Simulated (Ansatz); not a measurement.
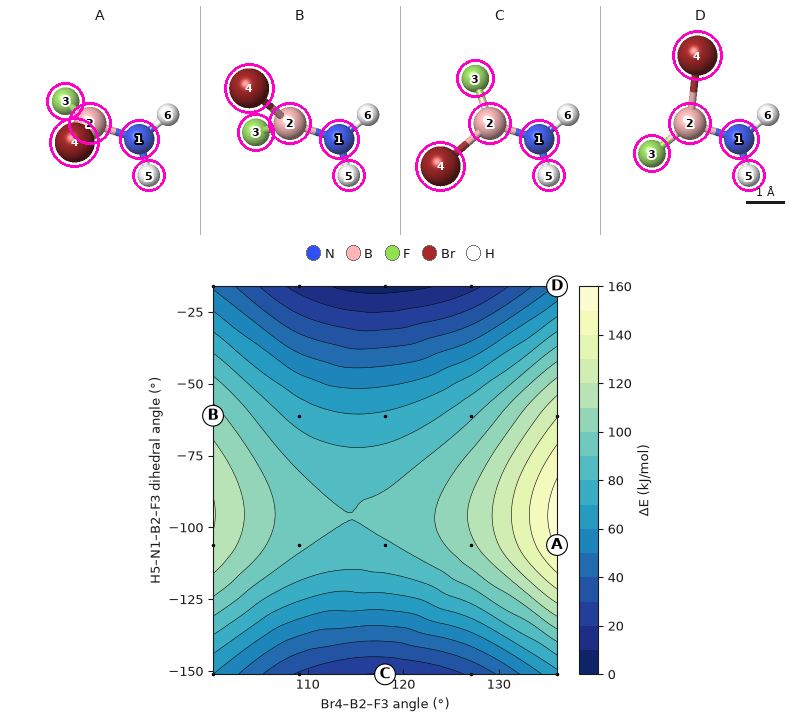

Energy scan for BNH2BrF, in which the Br4–B2–F3 angle and the H5–N1–B2–F3 dihedral angle are varied on a grid, with the rest of the molecule carried along rigidly. The map is interpolated between the computed points (dots). The lettered frames are marked on it. Style: ball-and-stick. Shown face on. The ringed atoms are those of the scanned coordinates.

Single-point energies from Ansatz with CCSD(T) in the def2-TZVPP basis, on geometries moved rigidly from the minimum at PBE0-D4/def2-TZVP. Coupled cluster with a frozen core. Energies are counted from the PBE0-D4/def2-TZVP minimum geometry at the same level.

### Describe the energy landscape.

In pairs of (Br4–B2–F3 angle (°); H5–N1–B2–F3 dihedral angle (°)): the lowest computed point lies at (118.1, −16.1) (6.5 kJ/mol), the highest at (136.1, −106.1) (151.3 kJ/mol). It lies on the edge of the grid, so the true minimum may be outside the range scanned. The frames lie at A (136.1, −106.1): 151.3 kJ/mol, B (100.1, −61.1): 103.8 kJ/mol, C (118.1, −151.1): 19.9 kJ/mol, D (136.1, −16.1): 51.0 kJ/mol.
